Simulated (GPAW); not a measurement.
## Al3InN4 (ordered alloy, started on the zincblende lattice) (I-42m): G0W0 on several meshes in GPAW

Aim: the GW shift of Al3InN4 (ordered alloy, started on the zincblende lattice) (I-42m) against the k mesh.

Calculated with GPAW 26.7.0; PBE and many-body steps on it, plane waves.

The structure was built from a prototype and need not be the compound's stable phase.

## (1) The starting structure

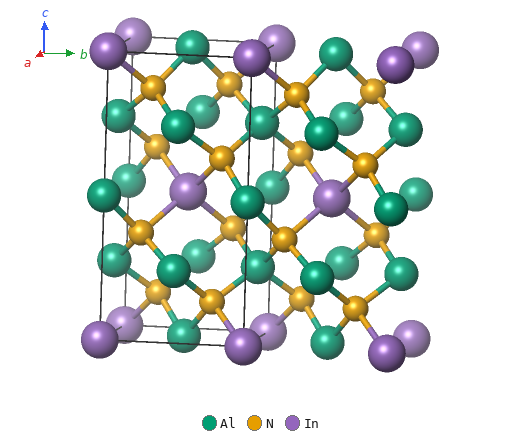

The cell as given, slightly off an axis (aluminium teal, nitrogen orange, indium purple). 1×2×1 cells are drawn. This picture shows the conventional cell, with its axes. Bonds to atoms that aren't drawn are left out. Some periodic images of atoms are drawn too.

As a file:

```cif
data_structure
_symmetry_space_group_name_H-M 'I-42m'
_symmetry_Int_Tables_number 121
_cell_length_a 4.5482
_cell_length_b 4.5482
_cell_length_c 9.0625
_cell_angle_alpha 90.000
_cell_angle_beta 90.000
_cell_angle_gamma 90.000
_cell_volume 187.47
loop_
_atom_site_label
_atom_site_type_symbol
_atom_site_symmetry_multiplicity
_atom_site_Wyckoff_symbol
_atom_site_fract_x
_atom_site_fract_y
_atom_site_fract_z
_atom_site_occupancy
Al1 Al 4 d 0.00000 0.50000 0.25000 1
N1 N 8 i 0.22661 0.77339 0.36508 1
Al2 Al 2 b 0.50000 0.50000 0.00000 1
In1 In 2 a 0.00000 0.00000 0.00000 1
```

The structure was relaxed with PBE. The structure type comes from a generator and need not be one that this composition takes. The runs that relaxed it are not among those shown.

## (2) Empty states on the mesh, 4×4×4 mesh, 162 bands

This step: GPAW 26.7.0; DFT, PBE, plane waves, PAW.

The sums over transitions need many empty states on a uniform mesh; this step solves for them.

run.py

```python
import json
import numpy as np
from gpaw.mpi import world
from gpaw import GPAW

calc = GPAW('gs.gpw').fixed_density(kpts={'size': (4, 4, 4), 'gamma': True},
    nbands=189,
    convergence={'bands': 162},
    txt='nscf.txt')
calc.write('full.gpw', mode='all')
res = {}
kpts = calc.get_ibz_k_points()
res['kpts'] = kpts
res['eigenvalues'] = [calc.get_eigenvalues(kpt=k) for k in range(len(kpts))]
res['n_electrons'] = calc.get_number_of_electrons()

if world.rank == 0:
    with open('result.json', 'w') as f:
        json.dump(res, f, default=lambda x: x.tolist())
```

Command:

```sh
$ mpirun -n 8 gpaw python run.py
```

Numbers of over 12 decimals in the logs are rounded to 6 here.

Output:

```text
Diagonalizing LCAO Hamiltonian
Converting LCAO to pw mode
convergence criteria:
- Maximum integral of absolute [eigenst]ate change: 4e-08 eV^2 / valence electron
maximum number of iterations: 100

SCF iterations
|iter     |     time |      energy | eigst |  dens |
|iter:   1|  |             | +4.17 |       |
|iter:   2|  |             | +2.97 |       |
|iter:   3|  |             | +1.90 |       |
[...]
|iter:  15|  |             | -6.82 |       |
|iter:  16|  |             | -7.26 |       |
|iter:  17|  |             | -7.61c|       |
SCF steps: 17
  __  _  _
 | _ |_)|_||  |
 |__||  | ||/\| - 26.7.0

Input parameters:
  mode=PW(ecut=600.0),
  convergence={'bands': 162},
  gpts=array([32, 32, 32]),
  kpts=MonkhorstPack(size=(4, 4, 4), gamma=True),
  maxiter=100,
  nbands=189,
  occupations=Occupations(name='fermi-dirac', width=0.001, fixmagmom=False),
  parallel={},
  xc=XC(name='PBE')
# Writing to full.gpw (mode='all')
  [... matrices ...]

timing:  # [seconds]
  Total: 0.060  # ━━━━━━━━━━━━━━━━━━━━━━━━━━━━━━━━━━━━━━━━━━━━━━━━━━━━━━━━━━━
```

Run time: 52 s. Hardware: 8 MPI ranks of Arm Neoverse V1, shared host; peak memory 2.1 GiB.

Numbers from this step:

* gap: 2.399 eV
* k of the valence top: 0, 0, 0
* k of the conduction bottom: 0, 0, 0
* least direct gap: 2.399 eV
* k points computed: 13
* lowest point of the top converged band, above the valence top: 65.0723 eV

On this mesh the gap is 2.399 eV.

## (3) 4×4×4

G0W0 replaces the xc potential by the self-energy, built once from these orbitals. Only a window of levels is corrected, while the sums run over the empty bands that the input names.

This step: G0W0 on PBE, plane waves, PAW.

run.py

```python
import json
import numpy as np
from gpaw.mpi import world
from gpaw.response.g0w0 import G0W0

gw = G0W0('full.gpw',
    filename='gw',
    kpts=[0],
    bands=(19, 23),
    ecut=24,
    nbands=29,
    integrate_gamma='WS',
    ppa=True)
gw.calculate()
res = {mode: {k: v for k, v in r.items() if k != 'sigma_eskwn'}
       for mode, r in gw.all_results.items()}

if world.rank == 0:
    with open('result.json', 'w') as f:
        json.dump(res, f, default=lambda x: x.tolist())
```

Command:

```sh
$ mpirun -n 8 gpaw python run.py
```

Output:

```text
Using integrator: PointIntegrator
FrequencyGridDescriptor(from 0.000+0.000j to 0.000+27.211j eV, 2 points)
Nonperiodic BCs:  [False False False]
Using integrator: PointIntegrator
FrequencyGridDescriptor(from 0.000+0.000j to 0.000+27.211j eV, 2 points)
Nonperiodic BCs:  [False False False]
  ___  _ _ _
 |   || | | |
 | | || | | |
 |__ ||_____|
 |___|

BZ k-points: Symmetries present (total): 8

  [... matrices ...]
64 k-points: 4 x 4 x 4 Monkhorst-Pack grid + [1/8,1/8,1/8]
13 k-points in the irreducible part of the Brillouin zone
       k-points in crystal coordinates                weights
   0:     0.00000000    0.00000000    0.00000000          1/64
   1:     0.25000000   -0.25000000    0.00000000          4/64
   2:     0.25000000   -0.25000000    0.25000000          4/64
   3:     0.25000000    0.00000000    0.00000000          8/64
   4:     0.25000000    0.25000000   -0.25000000          2/64
   5:     0.25000000    0.25000000    0.25000000          2/64
   6:     0.50000000    0.00000000    0.25000000          8/64
   7:     0.50000000    0.00000000    0.50000000          4/64
   8:     0.50000000    0.25000000    0.25000000         16/64
   9:     0.50000000    0.25000000    0.50000000          8/64
          ...
  12:     0.50000000    0.50000000    0.50000000          1/64

Distributing spins, k-points and bands (1 x 1 x 4) over 8 processes
Number of blocks: 1

Quasi particle states:
k-points (IBZ indices): [0]
Band range: (19, 23)
  [... matrices ...]
Computational parameters:
Plane wave cut-off: 24 eV
Number of bands: 29
Coulomb cutoff: None
Broadening: 0.1 eV

fxc modes: GW
Kernel: RPA
Using Godby-Needs plasmon-pole approximation:
  Fitting energy: i*E0, E0 = 1.000 Hartree
Summing all q:

Calculating screened Coulomb potential
No Coulomb truncation
FrequencyGridDescriptor(from 0.000+0.000j to 0.000+27.211j eV, 2 points)
Removing empty qpoint cache files...

Calculating chi0 body with:
    Ground state adapter containing:
    Number of spins: 1
    Number of kpoints: 64
    Number of irreducible kpoints: 13
    Number of completely occupied states: 21
    Number of partially occupied states: 21
    Occupied states memory: 10.5 M / cpu

    Linear response parametrization:
    q_c: [0.0, 0.0, 0.0]
    Number of frequency points: 2
    Planewave cutoff: 24.0
    Number of bands: 29
    Number of planewaves: 31
    Broadening (eta): 1e-06
    comm.size: 8
    kncomm.size: 8
    blockcomm.size: 1

    Memory estimate of potentially large arrays:
        chi0_wGG: 0.029327 M / cpu
Integrating chi0 body.

Symmetries of q_c:
    Direct symmetries (Uq -> q): 8
    Indirect symmetries (TUq -> q): 8
In total 16 allowed symmetries.

  [... matrices ...]
13 groups of equivalent kpoints. 79.6875% reduction.

Integral kind: response function
Integrating chi0 head and wings.

Symmetries of q_c:
    Direct symmetries (Uq -> q): 8
    Indirect symmetries (TUq -> q): 8
In total 16 allowed symmetries.

  [... matrices ...]
13 groups of equivalent kpoints. 79.6875% reduction.

Integral kind: response function wings

Calculating chi0 body with:
    Ground state adapter containing:
    Number of spins: 1
    Number of kpoints: 64
    Number of irreducible kpoints: 13
    Number of completely occupied states: 21
    Number of partially occupied states: 21
    Occupied states memory: 10.5 M / cpu

    Linear response parametrization:
[... the further q-points ...]

Results:
f:      Occupation numbers
eps:     KS-eigenvalues [eV]
vxc:     KS vxc [eV]
exx:     Exact exchange [eV]
sigma:   Self-energies [eV]
dsigma:  Self-energy derivatives
Z:       Renormalization factors
qp:      QP-energies [eV]

k-point 0 (0): (0.000, 0.000, 0.000)                GW
band       f     eps     vxc     exx   sigma  dsigma       Z      qp
                                                                   GW
  19   1.000   6.145 -17.880 -21.518   3.592  -0.261   0.793   6.108
  20   1.000   6.145 -17.880 -21.518   3.592  -0.261   0.793   6.108
  21   0.000   8.544 -14.737 -10.648  -1.895  -0.200   0.833  10.372
  22   0.000   9.626 -11.809  -7.684  -2.051  -0.188   0.842  11.372
```

It took 14 s on 8 MPI ranks; peak memory 2.7 GiB.

Numbers from this step:

```
G0W0 gap on the points computed              : 4.264 eV
least direct G0W0 gap on the computed points : 4.264 eV
Z at the valence top                         : 0.7931
Z at the conduction bottom                   : 0.8333
starting gap on the mesh                     : 2.399 eV
k of the valence top                         : 0, 0, 0
k of the conduction bottom                   : 0, 0, 0
```

The gap on the mesh goes from 2.40 eV to 4.26 eV, a correction of +1.86 eV.

## (4) Empty states on the mesh, 6×6×6 mesh, 35 bands

This step: DFT, PBE, plane waves, PAW.

run.py

```python
import json
import numpy as np
from gpaw.mpi import world
from gpaw import GPAW

calc = GPAW('gs.gpw').fixed_density(kpts={'size': (6, 6, 6), 'gamma': True},
    nbands=41,
    convergence={'bands': 35},
    txt='nscf.txt')
calc.write('full.gpw', mode='all')
res = {}
kpts = calc.get_ibz_k_points()
res['kpts'] = kpts
res['eigenvalues'] = [calc.get_eigenvalues(kpt=k) for k in range(len(kpts))]
res['n_electrons'] = calc.get_number_of_electrons()

if world.rank == 0:
    with open('result.json', 'w') as f:
        json.dump(res, f, default=lambda x: x.tolist())
```

Command:

```sh
$ mpirun -n 8 gpaw python run.py
```

Output:

```text
Diagonalizing LCAO Hamiltonian
Converting LCAO to pw mode
convergence criteria:
- Maximum integral of absolute [eigenst]ate change: 4e-08 eV^2 / valence electron
maximum number of iterations: 100

SCF iterations
|iter     |     time |      energy | eigst |  dens |
|iter:   1|  |             | +1.36 |       |
|iter:   2|  |             | +0.22 |       |
|iter:   3|  |             | -0.39 |       |
[...]
|iter:  11|  |             | -6.29 |       |
|iter:  12|  |             | -6.95 |       |
|iter:  13|  |             | -7.68c|       |
SCF steps: 13
  __  _  _
 | _ |_)|_||  |
 |__||  | ||/\| - 26.7.0

Input parameters:
  mode=PW(ecut=600.0),
  convergence={'bands': 35},
  gpts=array([32, 32, 32]),
  kpts=MonkhorstPack(size=(6, 6, 6), gamma=True),
  maxiter=100,
  nbands=41,
  occupations=Occupations(name='fermi-dirac', width=0.001, fixmagmom=False),
  parallel={},
  xc=XC(name='PBE')
# Writing to full.gpw (mode='all')
  [... matrices ...]

timing:  # [seconds]
  Total: 0.049  # ━━━━━━━━━━━━━━━━━━━━━━━━━━━━━━━━━━━━━━━━━━━━━━━━━━━━━━━━━━━
```

The job ended after 15 s (8 MPI ranks; peak memory 1.9 GiB; 2 min of CPU time).

Numbers from this step:

```yaml
gap: 2.399 eV
k_of_the_valence_top: 0, 0, 0
k_of_the_conduction_bottom: 0, 0, 0
least_direct_gap: 2.399 eV
k_points_computed: 30
lowest_point_of_the_top_converged_band_above_the_valence_top: 11.34 eV
```

On this mesh the gap is 2.399 eV.

## (5) 6×6×6

This step: G0W0 on PBE, plane waves, PAW.

run.py

```python
import json
import numpy as np
from gpaw.mpi import world
from gpaw.response.g0w0 import G0W0

gw = G0W0('full.gpw',
    filename='gw',
    kpts=[0],
    bands=(19, 23),
    ecut=24,
    nbands=29,
    integrate_gamma='WS',
    ppa=True)
gw.calculate()
res = {mode: {k: v for k, v in r.items() if k != 'sigma_eskwn'}
       for mode, r in gw.all_results.items()}

if world.rank == 0:
    with open('result.json', 'w') as f:
        json.dump(res, f, default=lambda x: x.tolist())
```

Command:

```sh
$ mpirun -n 8 gpaw python run.py
```

Output:

```text
Using integrator: PointIntegrator
FrequencyGridDescriptor(from 0.000+0.000j to 0.000+27.211j eV, 2 points)
Nonperiodic BCs:  [False False False]
Using integrator: PointIntegrator
FrequencyGridDescriptor(from 0.000+0.000j to 0.000+27.211j eV, 2 points)
Nonperiodic BCs:  [False False False]
  ___  _ _ _
 |   || | | |
 | | || | | |
 |__ ||_____|
 |___|

BZ k-points: Symmetries present (total): 8

  [... matrices ...]
216 k-points: 6 x 6 x 6 Monkhorst-Pack grid + [1/12,1/12,1/12]
30 k-points in the irreducible part of the Brillouin zone
       k-points in crystal coordinates                weights
   0:     0.00000000    0.00000000    0.00000000          1/216
   1:     0.16666667   -0.16666667    0.00000000          4/216
   2:     0.16666667   -0.16666667    0.16666667          4/216
[...]
9:     0.33333333   -0.16666667    0.16666667          8/216
          ...
  29:     0.50000000    0.50000000    0.50000000          1/216

Distributing spins, k-points and bands (1 x 1 x 4) over 8 processes
Number of blocks: 1

Quasi particle states:
k-points (IBZ indices): [0]
Band range: (19, 23)
  [... matrices ...]
Computational parameters:
Plane wave cut-off: 24 eV
Number of bands: 29
Coulomb cutoff: None
Broadening: 0.1 eV

fxc modes: GW
Kernel: RPA
Using Godby-Needs plasmon-pole approximation:
  Fitting energy: i*E0, E0 = 1.000 Hartree
Summing all q:

Calculating screened Coulomb potential
No Coulomb truncation
FrequencyGridDescriptor(from 0.000+0.000j to 0.000+27.211j eV, 2 points)
Removing empty qpoint cache files...

Calculating chi0 body with:
    Ground state adapter containing:
    Number of spins: 1
    Number of kpoints: 216
    Number of irreducible kpoints: 30
    Number of completely occupied states: 21
    Number of partially occupied states: 21
    Occupied states memory: 10.5 M / cpu

    Linear response parametrization:
    q_c: [1.3877787807814457e-17, 1.3877787807814457e-17, 1.3877787807814457e-17]
    Number of frequency points: 2
    Planewave cutoff: 24.0
    Number of bands: 29
    Number of planewaves: 31
    Broadening (eta): 1e-06
    comm.size: 8
    kncomm.size: 8
    blockcomm.size: 1

    Memory estimate of potentially large arrays:
        chi0_wGG: 0.029327 M / cpu
Integrating chi0 body.

Symmetries of q_c:
    Direct symmetries (Uq -> q): 8
    Indirect symmetries (TUq -> q): 8
In total 16 allowed symmetries.

  [... matrices ...]
30 groups of equivalent kpoints. 86.111111% reduction.

Integral kind: response function
Integrating chi0 head and wings.

Symmetries of q_c:
    Direct symmetries (Uq -> q): 8
    Indirect symmetries (TUq -> q): 8
In total 16 allowed symmetries.

  [... matrices ...]
30 groups of equivalent kpoints. 86.111111% reduction.

Integral kind: response function wings

Calculating chi0 body with:
    Ground state adapter containing:
    Number of spins: 1
    Number of kpoints: 216
    Number of irreducible kpoints: 30
    Number of completely occupied states: 21
    Number of partially occupied states: 21
[... the further q-points ...]

Results:
f:      Occupation numbers
eps:     KS-eigenvalues [eV]
vxc:     KS vxc [eV]
exx:     Exact exchange [eV]
sigma:   Self-energies [eV]
dsigma:  Self-energy derivatives
Z:       Renormalization factors
qp:      QP-energies [eV]

k-point 0 (0): (0.000, 0.000, 0.000)                GW
band       f     eps     vxc     exx   sigma  dsigma       Z      qp
                                                                   GW
  19   1.000   6.145 -17.880 -21.498   3.577  -0.261   0.793   6.111
  20   1.000   6.145 -17.880 -21.498   3.577  -0.261   0.793   6.111
  21   0.000   8.544 -14.737 -10.697  -1.848  -0.199   0.834  10.372
  22   0.000   9.626 -11.809  -7.685  -2.042  -0.188   0.842  11.379
```

The job ended after 56 s (8 MPI ranks; peak memory 5.2 GiB).

This step gave:

```yaml
g0w0_gap_on_the_points_computed: 4.260 eV
least_direct_g0w0_gap_on_the_computed_points: 4.260 eV
z_at_the_valence_top: 0.7929
z_at_the_conduction_bottom: 0.8341
starting_gap_on_the_mesh: 2.399 eV
k_of_the_valence_top: 0, 0, 0
k_of_the_conduction_bottom: 0, 0, 0
```

Against G0W0 in GPAW (4×4×4 mesh, 29 bands, screening to 24 eV, Godby-Needs plasmon pole), the gap moves by −0.004 eV.

## (6) The runs together

Times are wall times on 8 MPI ranks of Arm Neoverse V1, shared host, good to a factor of about two.

```csv
run,mesh,bands,screening cutoff (eV),DFT gap (eV),gap on the mesh (eV),direct (eV),time
4×4×4,4×4×4,29,24,2.399,4.264,4.264,14 s
6×6×6,6×6×6,29,24,2.399,4.260,4.260,56 s
```

## (7) Outcome

* 4×4×4: 4.264 eV
* 6×6×6: 4.260 eV
* known limits: not at the basis limit; no spin-orbit coupling

What this shows: 6×6×6: −0.004 eV against 4×4×4. Bands and cutoff are finite, so the gap is not at the basis limit. The miss can reach some tenths of an eV and take either sign; the mesh is an error of its own. These stock PAW sets were not made for GW. In the G0W0 runs levels were corrected at 1 k point alone, so a gap called «on the mesh» is the least over those, and an edge elsewhere would be missed. Mesh or cutoff lie under what a gap needs, so these runs test behaviour and cost; their gaps are not to be quoted. The many-body steps are scalar-relativistic: spin-orbit coupling is not in them.

[Paths, hosts, dates, memory and timing lines, banners, echoed tables and standing remarks are left out of the program output.]

[Logs are printed without paths, hosts, clocks, repeated set-up lines and the standing remarks that a program may print on its own settings, such as how far it seeks lower states.]

[Runs of the session that timed out or met a known fault of the program may be left out.]

[Hosts, paths, dates, database ids (printed as entryN), source tags and the programs' standing remarks are cut or masked in the printed files.]
